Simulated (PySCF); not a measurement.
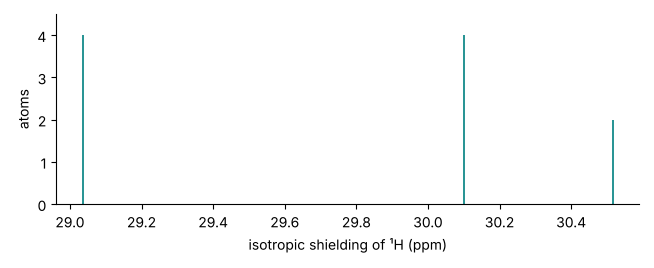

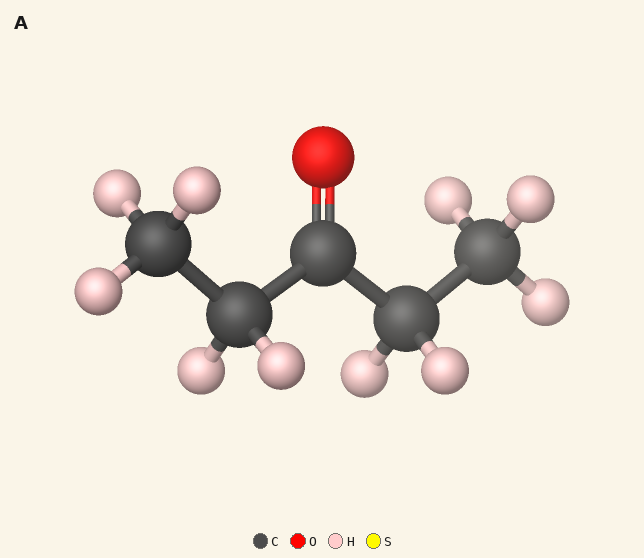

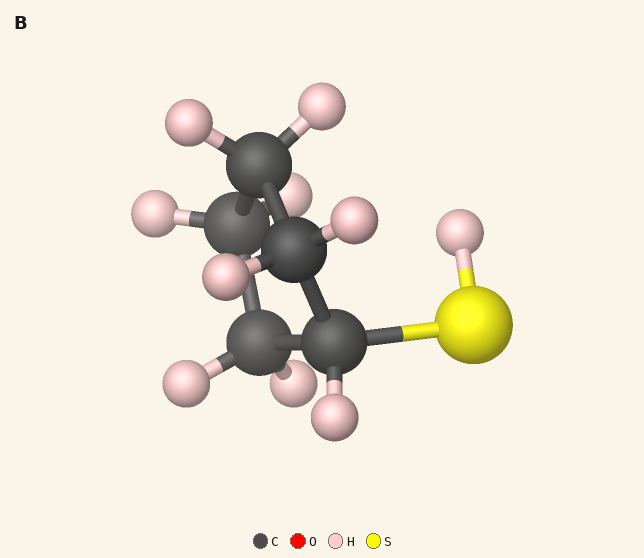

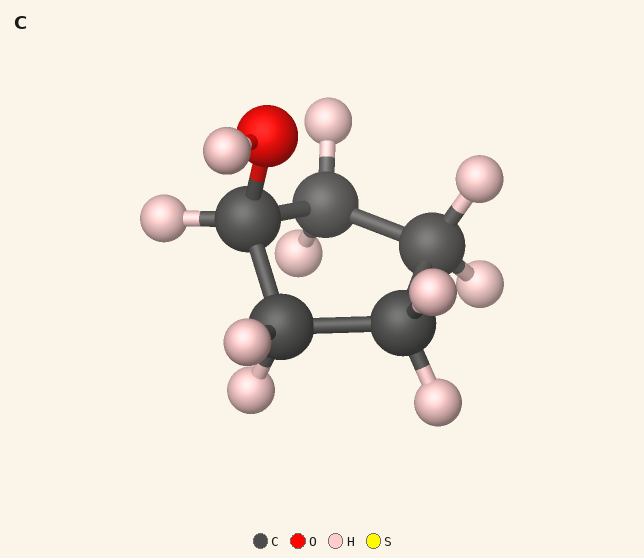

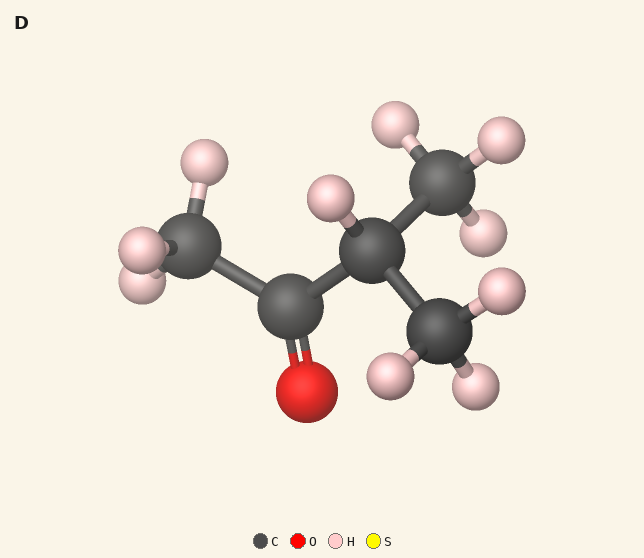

The sticks are computed shieldings of one of the molecules, for one fixed geometry (PBE0-D3(BJ)/def2-SVP) without averaging over rotations. Low shielding means a high chemical shift. Method: GIAO PBE0/pcSseg-1 NMR shielding, non-relativistic, gas phase (PySCF 2.14.0).

Question: Which molecule gives this pattern?

Answer: A, `CCC(=O)CC`. Its 10 H atoms give lines at 29.04 (4 atoms), 30.10 (4 atoms), 30.52 (2 atoms) ppm.
